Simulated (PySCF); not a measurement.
## Electronic structure of BeGe (charge −1, quartet) in real space

```xyz
2

Be    0.0000    0.0000   -1.9877
Ge    0.0000    0.0000    0.2423
```

The calculation used PySCF 2.14.0, PBE0/aug-cc-pVDZ-DK/X2C, spin-free X2C-1e, Gaussian nucleus, at a bond length of 2.230 Å.

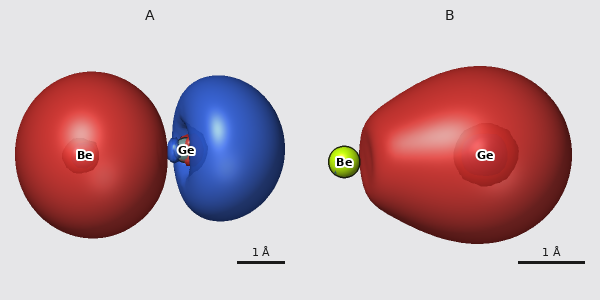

Figure 1. Two frontier β-spin orbitals, each drawn at the value that holds 80 % of its norm (red and blue are the two phases), in no order; of a degenerate pair one member is drawn.

> Label each orbital by symmetry, say whether it is occupied, and order them by energy.

Orbital B: σ, occupied in this spin, −6.79 eV; mainly on Ge (85 %).
Orbital A: σ, occupied in this spin, −1.02 eV; shared between the atoms (Be 45 %, Ge 55 %).

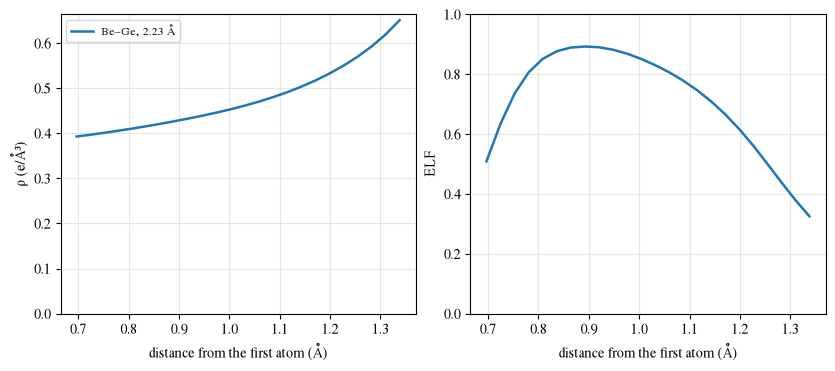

Figure 2. Total electron density and electron localisation function along straight lines between neighbouring atoms. The curves leave out the atomic cores.

> What kind of bonding do the profiles show?

Be–Ge (2.23 Å): ρ at the midpoint is about 0.49 e/Å³; the ELF peaks at about 0.90 between the atoms; localised, covalent bonding.
